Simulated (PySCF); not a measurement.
**C4H14Si2: electronic excitations**

Wanted: the electronic excitations of C4H14Si2 (`CC[C@H]([SiH3])[SiH2]C`), by calculation.

Computed with PySCF 2.14.0, with density-fitted response routines of our own, on a single molecule in the gas phase. Atoms are numbered from 0 throughout.

### 1 The starting structure

20 atoms, charge 0, multiplicity 1; geometry from: GFN2-xTB.

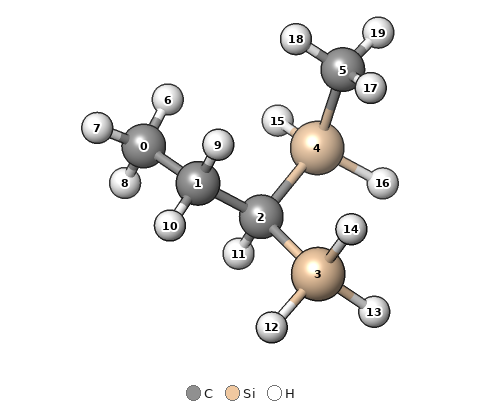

As it starts; carbon grey, silicon light orange, hydrogen white, atoms numbered; sticks join atoms by distance.

### 2 TDDFT and polarisability: PBE0/def2-SVPD

Job settings and geometry (Å):

```
{"job": {"kind": "uv", "xc": "PBE0", "basis": "def2-SVPD", "nstates": 8, "ntriplets": 3}, "charge": 0, "multiplicity": 1}
C     -0.680029     2.141467    -0.589549
C     -1.030501     0.905178     0.229347
C     -0.641569    -0.405837    -0.461475
Si    -1.353524    -1.889807     0.500165
Si     1.234507    -0.570395    -0.787089
C      2.215939    -0.197824     0.792959
H      0.397123     2.242832    -0.696791
H     -1.063161     3.039480    -0.108189
H     -1.117291     2.072155    -1.583866
H     -0.538991     0.965373     1.203337
H     -2.109252     0.908732     0.414690
H     -1.127484    -0.412622    -1.443908
H     -2.802281    -1.714346     0.652395
H     -1.098125    -3.131570    -0.230219
H     -0.757223    -1.972674     1.836185
H      1.675174     0.340100    -1.857189
H      1.521770    -1.941183    -1.232979
H      1.895722    -0.832877     1.613838
H      2.097712     0.834766     1.108324
H      3.276334    -0.370269     0.636976
```

With the program's defaults for keys left out, this is: TDDFT PBE0/def2-SVPD, vertical, gas phase, core orbitals frozen in the response.

Command:

```
$ OMP_NUM_THREADS=1 python probes_run.py task.json out
```

The driver reads the jobs from task.json and runs them one after another.

Predict these results of the whole session: lowest singlet (PBE0/def2-SVPD); brightest single state of those computed; lowest triplet; surface potential, least and greatest.

**Answer**, as computed:

```
                                quantity                        value
         lowest singlet (PBE0/def2-SVPD)  7.23 eV (172 nm), f = 0.006
brightest single state of those computed  state 5, 7.98 eV, f = 0.089
                          lowest triplet                      6.97 eV
   surface potential, least and greatest           -0.18 V and 0.77 V
```

**Reading.** The lowest singlet, at 7.23 eV, is HOMO→LUMO 0.97 and is weak; of the 8 states computed, the strongest absorption comes from state 5 at 7.98 eV (the last state computed is bright too, and its partners may lie past the list). The lowest triplet lies 0.25 eV below the lowest singlet (triplets in Tamm-Dancoff, singlets in full TDDFT). States above −ε(HOMO) lie where TDDFT describes them poorly and they hang on the basis; the brightest is among them.
